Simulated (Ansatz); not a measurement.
# Convergence study of the plane-wave cutoff for Zr₂V₃Fe (R3m, 6 atoms in the cell)

```
Zr2V3Fe
1.0
    2.61988     1.51259     4.01689
   -2.61988     1.51259     4.01689
    0.00000    -3.02518     4.01689
Zr V Fe
2 3 1
Direct
  0.63002   0.63002   0.63002
  0.37413   0.37413   0.37413
  0.00000   0.50000   0.00000
  0.00000   0.00000   0.50000
  0.50000   0.00000   0.00000
  0.00000   0.00000   0.00000
```
Moments meant for the start (each program seeds them in its own way; μB, in the order of the atoms Zr Zr V V V Fe): 0.0 0.0 2.0 2.0 2.0 4.0.

Computed with PBEsol, default PAW files made with PBE (plane waves; Ansatz, an electronic-structure program).

Base settings: basis.ecutwfc = 420 eV; kpoints.mp_grid.grid = 3 3 3; hamiltonian.xc = pbesol; hamiltonian.pseudopotentials = {kind: paw} (the program's default PAW files); magnetization.spin_polarized = true; scf.occupations.method = gaussian; scf.occupations.width = 0.1 eV.

The second cell is the first with its lattice scaled by 0.98.

The mesh stays at the base's, so the ladder's end is converged at best in this setting alone.

The first pressure column holds Ansatz's estimate of the finite-basis (Pulay) stress, which hides part of the cutoff error; the other is without it.

Only quantities that move along the ladder and can be compared are tabulated.

The magnetic state is not the same in all runs (site moments differ, or a search went on to a lower state), so steps between rows are not convergence errors alone.

The count of work is k-points × plane waves × bands × iterations; it is no time. 

The starting cell comes from a database of computed structures (which also holds hypothetical and non-ambient phases and stackings), without a prior relaxation at this level. Its lattice was rescaled by up to half a per cent. One atom was moved a little off its site on purpose. The starting moments vanished: the run ended non-magnetic, which need not be the lowest state. The program warned that a starting moment was not kept. In the base run, with a pressure of about -6 GPa the cell is away from its equilibrium volume at this level. Without a gap this mesh is coarse (it stands for a supercell whose shortest vector is 15 Å).

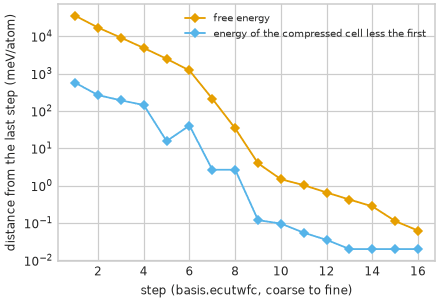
Figure. Distance from the last step along the ladder; very small values are drawn at a floor.

```tsv
basis.ecutwfc	free energy less the last step's (meV/atom)	energy of the compressed cell less the first (meV/atom)	pressure (GPa)	pressure without the Pulay estimate (GPa)	largest difference of a force vector from the last step's (eV/Å)	count of work / last
145 eV	35570.17	563.61	-36.75	-1082.05	1.209	0.053
170 eV	17098.08	-272.74	-29.19	-614.69	0.575	0.19
190 eV	9196.39	-199.36	-10.30	-375.00	0.211	0.091
210 eV	4858.48	-151.23	-12.41	-227.29	0.194	0.31
230 eV	2499.85	8.62	-6.49	-135.04	0.078	0.31
250 eV	1215.20	33.84	-4.97	-77.69	0.008	0.35
295 eV	212.34	-4.27	-5.21	-23.03	0.013	0.17
335 eV	34.10	-4.27	-5.84	-9.56	0.002	0.19
380 eV	3.96	-6.82	-5.91	-6.32	0.000	0.23
420 eV	1.48	-6.84	-5.92	-5.96	0.000	0.28
460 eV	1.03	-6.88	-5.92	-5.95	0.000	0.32
505 eV	0.65	-6.90	-5.92	-5.95	0.000	0.38
565 eV	0.42	-6.92	-5.93	-5.94	0.000	0.42
630 eV	0.28	-6.93	-5.93	-5.94	0.000	0.53
735 eV	0.11	-6.94	-5.93	-5.93	0.000	0.66
840 eV	0.06	-6.94	-5.93	-5.93	0.000	0.76
1010 eV	0.00	-6.94	-5.93	-5.93	0.000	1.0
```

Coarsest basis.ecutwfc that holds the pressure within 0.2 GPa of the last step, with all finer ones: 335 eV, at 0.19 of the last step's count of work; the step before is off by 0.71 GPa.

Coarsest basis.ecutwfc that holds the forces within 0.01 eV/Å of the last step, with all finer ones: 335 eV, at 0.19 of the last step's count of work; the step before is off by 0.013 eV/Å.

Coarsest basis.ecutwfc that holds the free energy within 5 meV/atom of the last step, with all finer ones: 380 eV, at 0.23 of the last step's count of work; the step before is off by 34 meV/atom.

The energy difference between the two cells stays within 1 meV/atom of the last step's from 380 eV on, the total only from 505 eV on: much of the error is common to both cells and cancels.

Two neighbours can agree and both be off: 295 eV and 335 eV differ by 0.00 meV/atom in the energy of the compressed cell less the first, yet lie about 2.7 meV/atom from the last step.

At the lowest cutoff the pressure without the Pulay estimate lies 1080 GPa under the last step's, the usual sign of Pulay stress in an incomplete plane-wave basis.

Keys are those of Ansatz 0.2.
